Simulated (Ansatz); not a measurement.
**A computed series for MgO: pressure series**

Take MgO in the rock salt structure (space group Fm-3m, No. 225; a = 4.2537 Å) as the base.

Cell and atoms are relaxed at each pressure.

The values are results of PBE/PAW in Ansatz (an electronic-structure program), spin-orbit coupling left out, not measurements.

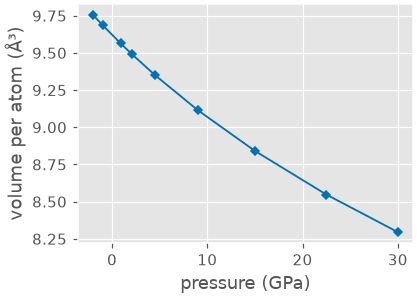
Fig. 1. Volume against pressure

Task: Estimate the zero-pressure bulk modulus from the plot.

Result: About 150 GPa; a third-order Birch–Murnaghan fit to the points gives V₀ = 9.62 Å³/atom, B₀ = 149 GPa and B₀′ = 4.1.

Measured bulk modulus of MgO: 169.8 GPa (static lattice; corrected from measurement; as listed in Daniel Mejia-Rodriguez, S. B. Trickey, Phys. Rev. B (2018)); the computed value is 12 % below it.

Between the base and pressure 15 GPa the gap moves from 4.46 eV to 5.30 eV, a mean slope of 56 meV/GPa.

Load acts through the strain it causes; cell and atoms are relaxed under it. Whether these cells are dynamically stable was not tested. Competing high-pressure phases were not computed.
